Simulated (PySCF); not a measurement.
**ClF (chlorine monofluoride): M06-L/cc-pVTZ**

What is the energy change on altering one bond length of ClF (chlorine monofluoride) at M06-L/cc-pVTZ? 

The results are computed with PySCF 2.14.0.

2 further runs of the same task are left out: 2 set aside as unsound or not needed.

## Step 1: The molecule

ClF: 2 atoms, total charge 0, spin state singlet. As SMILES, `FCl`. The shape is that of a GFN2-xTB optimisation.

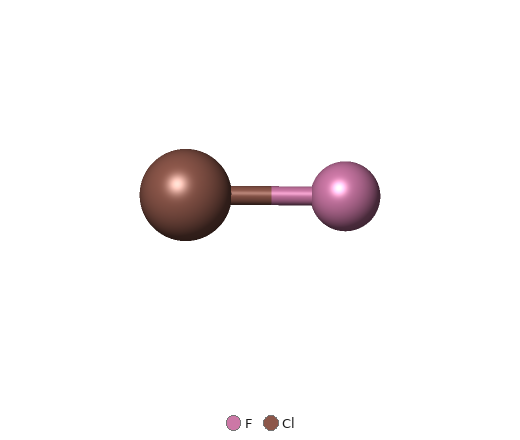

The structure, seen from a chosen angle (fluorine pink, chlorine brown).

## Step 2: A single-point energy at M06-L/cc-pVTZ

mol.xyz

```xyz
2
ClF
F      0.000000     0.000000     0.000000
Cl     0.000000     0.000000     1.682250
```

calc.py

```python
from pyscf import gto, dft

molecule = gto.Mole()
molecule.atom = 'mol.xyz'
molecule.max_memory = 1860
molecule.basis = 'cc-pvtz'
molecule.verbose = 3
molecule.charge = 0
molecule.build()

ks = dft.RKS(molecule)
ks.xc = 'm06-l'
ks.conv_tol = 1e-10
ks.grids.level = 5
ks.kernel()
if not ks.converged:
    ks = ks.newton().run(ks.mo_coeff, ks.mo_occ)

e_final = ks.e_tot
print(f'total energy: {e_final:.8f} hartree')
```

On the command line:

```bash
OMP_NUM_THREADS=1 python calc.py
```

What it wrote:

```text
converged SCF energy = -559.984001890198
total energy: -559.98400189 hartree
```

Wall time 6.6 s (1 thread of Arm Neoverse V2, shared host); peak memory 0.33 GiB.

## Step 3: The distorted shape

calc.py

```python
from pyscf import gto, dft

mol = gto.Mole()
mol.atom = [
    ('F', (0.000000, 0.000000, -0.504650)),
    ('Cl', (0.000000, 0.000000, 1.682250)),
]
mol.max_memory = 1860
mol.basis = 'cc-pvtz'
mol.verbose = 3
mol.build()

mf = dft.RKS(mol)
mf.xc = 'm06-l'
mf.grids.level = 5
mf.conv_tol = 1e-10
mf.kernel()
if not mf.converged:
    mf = mf.newton().run(mf.mo_coeff, mf.mo_occ)

e_final = mf.e_tot
print('E = %.10f Eh' % e_final)
```

On the command line:

```bash
OMP_NUM_THREADS=1 python calc.py
```

What it wrote:

```text
converged SCF energy = -559.923259921432
E = -559.9232599214 Eh
```

Run time: 6.9 s. Hardware: 1 thread of Arm Neoverse V2, shared host; peak memory 0.33 GiB.

## Step 4: Summary of results

At M06-L/cc-pVTZ:

| quantity | value |
| --- | --- |
| first shape: total energy | -559.98400 Eh |
| first shape: dipole moment | 0.96 D |
| first shape: HOMO energy | -8.18 eV |
| first shape: LUMO energy | -4.53 eV |
| first shape: HOMO–LUMO gap | 3.65 eV |
| distorted shape: total energy | -559.92326 Eh |
| distorted shape: dipole moment | 1.67 D |
| distorted shape: HOMO energy | -9.16 eV |
| distorted shape: LUMO energy | -8.09 eV |
| distorted shape: HOMO–LUMO gap | 1.07 eV |
| energy change with the F1–Cl2 bond stretched from 1.682 to 2.187 Å | 1.653 eV |

**Reading.** With the F1–Cl2 bond stretched from 1.682 to 2.187 Å the energy rises by 1.65 eV (38 kcal/mol). The first shape isn't relaxed at this level, so the change isn't measured from a minimum.
